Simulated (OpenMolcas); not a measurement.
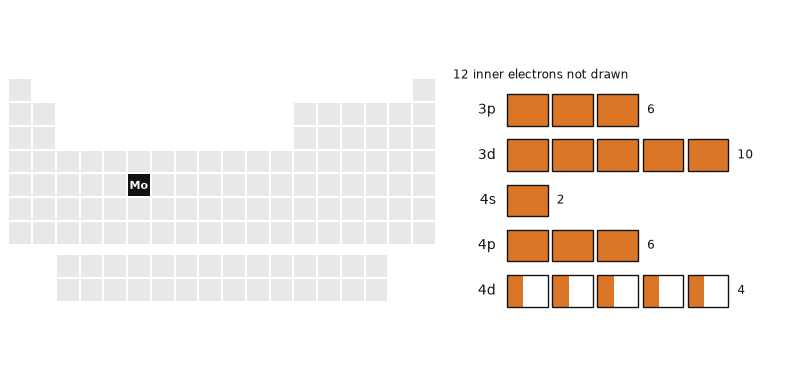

Figure 1. Left, the place of molybdenum in the periodic table; right, the outer shells of the leading configuration of the lowest level: a box for each of the 2l + 1 orbitals, shaded by the share of the shell that is filled, with the electron count at the right.

## Mo²⁺: multiconfigurational calculation (part 1 of 2)

- system: Mo²⁺.
- method: state-averaged CASSCF, active space 4 electrons in the shells 4d 5s, basis ANO-RCC-VDZP, DKH2 scalar Hamiltonian, spin-orbit coupling by RASSI with atomic mean-field integrals (OpenMolcas)

## Input file
```
&GATEWAY
Coord
1

Mo 0.0 0.0 0.0
Basis=ANO-RCC-VDZP
Group=XYZ
NoMove
AngMom=0.0 0.0 0.0
AMFI
&SEWARD
&RASSCF
FileOrb=start.orb
Symmetry=1
Spin=5
nActEl=4 0 0
Inactive=9 9
Ras2=6 0
CIRoot=15 15 1
SDav=15
CIMx=300
Iter=120 100
PrWF=0.3
OrbListing=Nothing
MaxOrb=0
Atom
>>> COPY $Project.JobIph JOB001
&RASSCF
FileOrb=start.orb
Symmetry=1
Spin=3
nActEl=4 0 0
Inactive=9 9
Ras2=6 0
CIRoot=95 95 1
SDav=105
CIMx=300
Iter=120 100
PrWF=0.3
OrbListing=Nothing
MaxOrb=0
Atom
>>> COPY $Project.JobIph JOB002
&RASSCF
FileOrb=start.orb
Symmetry=1
Spin=1
nActEl=4 0 0
Inactive=9 9
Ras2=6 0
CIRoot=90 90 1
SDav=105
CIMx=300
Iter=120 100
PrWF=0.3
OrbListing=Nothing
MaxOrb=0
Atom
>>> COPY $Project.JobIph JOB003
&RASSI
NrOfJobIphs=3 15 95 90
1 2 3 4 5 6 7 8 9 10 11 12 13 14 15
1 2 3 4 5 6 7 8 9 10 11 12 13 14 15 16 17 18 19 20 21 22 23 24 25 26 27
28 29 30 31 32 33 34 35 36 37 38 39 40 41 42 43 44 45 46 47 48 49 50 51
52 53 54 55 56 57 58 59 60 61 62 63 64 65 66 67 68 69 70 71 72 73 74 75
76 77 78 79 80 81 82 83 84 85 86 87 88 89 90 91 92 93 94 95
1 2 3 4 5 6 7 8 9 10 11 12 13 14 15 16 17 18 19 20 21 22 23 24 25 26 27
28 29 30 31 32 33 34 35 36 37 38 39 40 41 42 43 44 45 46 47 48 49 50 51
52 53 54 55 56 57 58 59 60 61 62 63 64 65 66 67 68 69 70 71 72 73 74 75
76 77 78 79 80 81 82 83 84 85 86 87 88 89 90
IphNames
JOB001
JOB002
JOB003
EJob
SpinOrbit
DIPRint=1.0
SOCoupling=1000.0
Subsets=2
Property=9
'ANGMOM' 1 'ANGMOM' 2 'ANGMOM' 3 'MLTPL  1' 1 'MLTPL  1' 2 'MLTPL  1' 3
'AMFI' 1 'AMFI' 2 'AMFI' 3
SOProperty=3
'ANGMOM' 1 'ANGMOM' 2 'ANGMOM' 3
```

The file start.orb holds starting orbitals from an earlier step. A driver script formed the levels outside the program, from RASSI's spin-orbit matrix and the active-space energies, averaged over the components of each term or state.

Hardware: 1 CPU thread, shared host.

Launched with:
```bash
OMP_NUM_THREADS=1 MOLCAS_MEM=1689 MOLCAS_PROJECT=a pymolcas a.inp > a.log  # once for each step of the input, in one work folder
```

## The program's output (extracts)
```
--- SEWARD ---
Basis set label: MO.ANO-RCC...6S5P3D1F.

      Electronic valence basis set:
      ------------------
      Associated Effective Charge  42.000000 au
      Associated Actual Charge     42.000000 au
      Nuclear Model: Point charge

      Shell  nPrim  nBasis  Cartesian Spherical Contaminant
         s      21       6        X
         p      18       5        X
         d      13       3                 X
         f       6       1                 X
                  Relativistic Douglas-Kroll-Hess integrals:
                    - DKH order of Hamiltonian: 2
                    - DKH order of Properties : 0
                  Atomic mean-field integrals
--- RASSCF ---
Wave function specifications:
      -----------------------------

      Number of closed shell electrons          36
      Number of electrons in active shells       4
      Max number of holes in RAS1 space          0
      Max nr of electrons in RAS3 space          0
      Number of inactive orbitals               18
      Number of active orbitals                  6
      Number of secondary orbitals              19
      Spin quantum number                      2.0
      State symmetry                             1
Orbital specifications:
      -----------------------

      Symmetry species                           1   2
                                                ag  au
      Frozen orbitals                            0   0
      Inactive orbitals                          9   9
      Active orbitals                            6   0
      RAS1 orbitals                              0   0
      RAS2 orbitals                              6   0
      RAS3 orbitals                              0   0
      Secondary orbitals                         6  13
      Deleted orbitals                           0   0
      Number of basis functions                 21  22
      Number of CSFs                            15
      Number of root(s) required                15
      Iter CI   SX   CI       RASSCF       Energy    max ROT     max BLB   max BLB  Level Ln srch  Step   QN
          iter iter root      energy       change     param      element    value   shift minimum  type update
 Nr of preliminary CI iterations:   1
      Total energies have been shifted. Add                -4000.00 au
        1   1    2    0   -44.78249296    0.00E+00   4.80E-07    7  10 2 -4.09E-07   0.08   0.00    SX    NO
        2   1    2    0   -44.78249296   -6.37E-12  -6.08E-08    7  19 1 -4.77E-08   0.08   0.00    SX    NO
        3   1    1    0   -44.78249296    1.36E-12   0.00E+00    7  13 2  3.43E-08   0.08   0.00    SX    NO
        4   1    1    0   -44.78249296    3.18E-12   0.00E+00    7  13 2  3.43E-08   0.08   0.00    SX    NO
      Convergence after  4 iterations
        5   1    1    0   -44.78249296   -1.82E-12   0.00E+00    7  13 2  3.43E-08   0.08   0.00    SX    NO
      Natural orbitals and occupation numbers for root  1
      sym 1:   1.000000  -0.000000   1.000000   1.000000   1.000000   0.000000
      Natural orbitals and occupation numbers for root  2
      sym 1:  -0.000000   1.000000   1.000000   1.000000   1.000000   0.000000
      Natural orbitals and occupation numbers for root  3
      sym 1:   1.000000   1.000000   0.000000   1.000000   1.000000   0.000000
::    RASSCF root number  1 Total energy:  -4044.89292134
::    RASSCF root number  2 Total energy:  -4044.89292134
::    RASSCF root number  3 Total energy:  -4044.89292134
::    RASSCF root number  4 Total energy:  -4044.89292134
::    RASSCF root number  5 Total energy:  -4044.89292134
::    RASSCF root number  6 Total energy:  -4044.74311052
::    RASSCF root number  7 Total energy:  -4044.74311052
::    RASSCF root number  8 Total energy:  -4044.74311052
::    RASSCF root number  9 Total energy:  -4044.74311052
::    RASSCF root number 10 Total energy:  -4044.74311052
::    RASSCF root number 11 Total energy:  -4044.74311052
::    RASSCF root number 12 Total energy:  -4044.74311052
::    RASSCF root number 13 Total energy:  -4044.69033803
::    RASSCF root number 14 Total energy:  -4044.69033803
::    RASSCF root number 15 Total energy:  -4044.69033803
--- RASSCF ---
Wave function specifications:
      -----------------------------

      Number of closed shell electrons          36
      Number of electrons in active shells       4
      Max number of holes in RAS1 space          0
      Max nr of electrons in RAS3 space          0
      Number of inactive orbitals               18
      Number of active orbitals                  6
      Number of secondary orbitals              19
      Spin quantum number                      1.0
      State symmetry                             1
Orbital specifications:
      -----------------------

      Symmetry species                           1   2
                                                ag  au
      Frozen orbitals                            0   0
      Inactive orbitals                          9   9
      Active orbitals                            6   0
      RAS1 orbitals                              0   0
      RAS2 orbitals                              6   0
      RAS3 orbitals                              0   0
      Secondary orbitals                         6  13
      Deleted orbitals                           0   0
      Number of basis functions                 21  22
      Number of CSFs                           105
      Number of root(s) required                95
      Iter CI   SX   CI       RASSCF       Energy    max ROT     max BLB   max BLB  Level Ln srch  Step   QN
          iter iter root      energy       change     param      element    value   shift minimum  type update
 Nr of preliminary CI iterations:   1
      Total energies have been shifted. Add                -4000.00 au
        1   1    5    0   -44.71131224    0.00E+00   1.72E-02    7  13 2  1.51E-02*  0.09   0.00    SX    NO
        2   1    5    0   -44.71233341   -1.02E-03*  5.15E-03    7  13 2 -1.25E-02*  0.07   0.00    SX    NO
        3   1    4    0   -44.71246810   -1.35E-04*  2.35E-03    7  13 2  4.11E-03*  0.08   0.00    SX    NO
        4   1    4    0   -44.71249054   -2.24E-05*  9.18E-04    7  13 2 -1.86E-03*  0.08   0.00    SX    NO
        5   1    4    0   -44.71249429   -3.75E-06*  2.73E-04    7  13 2  7.32E-04*  0.08   0.71    QN   YES
        6   1    3    0   -44.71249505   -7.60E-07*  1.62E-06    7  10 2  2.81E-06   0.08   1.00    QN   YES
        7   1    2    0   -44.71249505   -2.64E-11  -2.32E-07    7  10 2  5.52E-07   0.08   1.19    QN   YES
      Convergence after  7 iterations
        8   1    2    0   -44.71249505   -9.09E-13  -2.32E-07    9  15 1  2.41E-08   0.08   1.19    QN   YES
      Natural orbitals and occupation numbers for root  1
      sym 1:   0.688388   0.962981   0.841784   0.418125   1.087793   0.000929
      Natural orbitals and occupation numbers for root  2
      sym 1:   0.843261   0.458952   0.970167   1.071450   0.654207   0.001963
      Natural orbitals and occupation numbers for root  3
      sym 1:   0.461376   0.831741   1.062573   0.994064   0.648558   0.001689
::    RASSCF root number  1 Total energy:  -4044.82901485
::    RASSCF root number  2 Total energy:  -4044.82901485
::    RASSCF root number  3 Total energy:  -4044.82901485
::    RASSCF root number  4 Total energy:  -4044.82901485
::    RASSCF root number  5 Total energy:  -4044.82901485
::    RASSCF root number  6 Total energy:  -4044.82901485
::    RASSCF root number  7 Total energy:  -4044.82901485
::    RASSCF root number  8 Total energy:  -4044.82901485
::    RASSCF root number  9 Total energy:  -4044.82901485
::    RASSCF root number 10 Total energy:  -4044.82901485
::    RASSCF root number 11 Total energy:  -4044.82901485
::    RASSCF root number 12 Total energy:  -4044.82584364
::    RASSCF root number 13 Total energy:  -4044.82584364
::    RASSCF root number 14 Total energy:  -4044.82584364
::    RASSCF root number 15 Total energy:  -4044.82150768
::    RASSCF root number 16 Total energy:  -4044.82150768
::    RASSCF root number 17 Total energy:  -4044.82150768
::    RASSCF root number 18 Total energy:  -4044.82150768
::    RASSCF root number 19 Total energy:  -4044.82150768
::    RASSCF root number 20 Total energy:  -4044.82150768
::    RASSCF root number 21 Total energy:  -4044.82150768
::    RASSCF root number 22 Total energy:  -4044.81247078
::    RASSCF root number 23 Total energy:  -4044.81247078
::    RASSCF root number 24 Total energy:  -4044.81247078
::    RASSCF root number 25 Total energy:  -4044.81247078
::    RASSCF root number 26 Total energy:  -4044.81247078
::    RASSCF root number 27 Total energy:  -4044.81247078
::    RASSCF root number 28 Total energy:  -4044.81247078
::    RASSCF root number 29 Total energy:  -4044.81247078
::    RASSCF root number 30 Total energy:  -4044.81247078
--- RASSCF ---
Wave function specifications:
      -----------------------------

      Number of closed shell electrons          36
      Number of electrons in active shells       4
      Max number of holes in RAS1 space          0
      Max nr of electrons in RAS3 space          0
      Number of inactive orbitals               18
      Number of active orbitals                  6
      Number of secondary orbitals              19
      Spin quantum number                      0.0
      State symmetry                             1
Orbital specifications:
      -----------------------

      Symmetry species                           1   2
                                                ag  au
      Frozen orbitals                            0   0
      Inactive orbitals                          9   9
      Active orbitals                            6   0
      RAS1 orbitals                              0   0
      RAS2 orbitals                              6   0
      RAS3 orbitals                              0   0
      Secondary orbitals                         6  13
      Deleted orbitals                           0   0
      Number of basis functions                 21  22
      Number of CSFs                           105
      Number of root(s) required                90
      Iter CI   SX   CI       RASSCF       Energy    max ROT     max BLB   max BLB  Level Ln srch  Step   QN
          iter iter root      energy       change     param      element    value   shift minimum  type update
 Nr of preliminary CI iterations:   1
      Total energies have been shifted. Add                -4000.00 au
        1   1    5    0   -44.68106837    0.00E+00   1.10E-02    7  13 2  8.62E-03*  0.08   0.00    SX    NO
        2   1    4    0   -44.68132004   -2.52E-04*  2.97E-03    7  13 2 -6.27E-03*  0.07   0.00    SX    NO
        3   1    4    0   -44.68135672   -3.67E-05*  1.34E-03    7  13 2  2.28E-03*  0.07   0.00    SX    NO
        4   1    4    0   -44.68136331   -6.59E-06*  5.57E-04    7  13 2 -1.04E-03*  0.07   0.00    SX    NO
        5   1    4    0   -44.68136450   -1.19E-06*  1.68E-04    7  13 2  4.32E-04*  0.07   0.70    QN   YES
        6   1    2    0   -44.68136477   -2.66E-07*  2.64E-06    7  10 2  1.06E-06   0.07   1.00    QN   YES
        7   1    2    0   -44.68136477   -2.73E-12   5.34E-07    9  15 1  1.55E-07   0.07   2.50    QN   YES
      Convergence after  7 iterations
        8   1    2    0   -44.68136477   -4.55E-13   5.34E-07    7  10 2  1.24E-08   0.07   2.50    QN   YES
      Natural orbitals and occupation numbers for root  1
      sym 1:   1.161328   0.347985   0.600170   1.109428   0.781089   0.000000
      Natural orbitals and occupation numbers for root  2
      sym 1:   1.137124   0.881025   0.671889   1.051452   0.258510   0.000000
      Natural orbitals and occupation numbers for root  3
      sym 1:   1.138722   0.549903   1.011904   0.869757   0.429713   0.000000
::    RASSCF root number  1 Total energy:  -4044.79624941
::    RASSCF root number  2 Total energy:  -4044.79624941
::    RASSCF root number  3 Total energy:  -4044.79624941
::    RASSCF root number  4 Total energy:  -4044.79624941
::    RASSCF root number  5 Total energy:  -4044.79624941
::    RASSCF root number  6 Total energy:  -4044.79624941
::    RASSCF root number  7 Total energy:  -4044.79624941
::    RASSCF root number  8 Total energy:  -4044.79624941
::    RASSCF root number  9 Total energy:  -4044.79624941
::    RASSCF root number 10 Total energy:  -4044.79624941
::    RASSCF root number 11 Total energy:  -4044.79624941
::    RASSCF root number 12 Total energy:  -4044.79624941
::    RASSCF root number 13 Total energy:  -4044.79624941
::    RASSCF root number 14 Total energy:  -4044.79099414
::    RASSCF root number 15 Total energy:  -4044.79099414
::    RASSCF root number 16 Total energy:  -4044.79099414
::    RASSCF root number 17 Total energy:  -4044.79099414
::    RASSCF root number 18 Total energy:  -4044.79099414
::    RASSCF root number 19 Total energy:  -4044.79099414
::    RASSCF root number 20 Total energy:  -4044.79099414
::    RASSCF root number 21 Total energy:  -4044.79099414
::    RASSCF root number 22 Total energy:  -4044.79099414
::    RASSCF root number 23 Total energy:  -4044.77384092
::    RASSCF root number 24 Total energy:  -4044.77384092
::    RASSCF root number 25 Total energy:  -4044.77384092
::    RASSCF root number 26 Total energy:  -4044.77384092
::    RASSCF root number 27 Total energy:  -4044.77384092
::    RASSCF root number 28 Total energy:  -4044.77296951
::    RASSCF root number 29 Total energy:  -4044.74960486
::    RASSCF root number 30 Total energy:  -4044.74960486
```

(Continued in part 2.) Outcome of the run: converged.
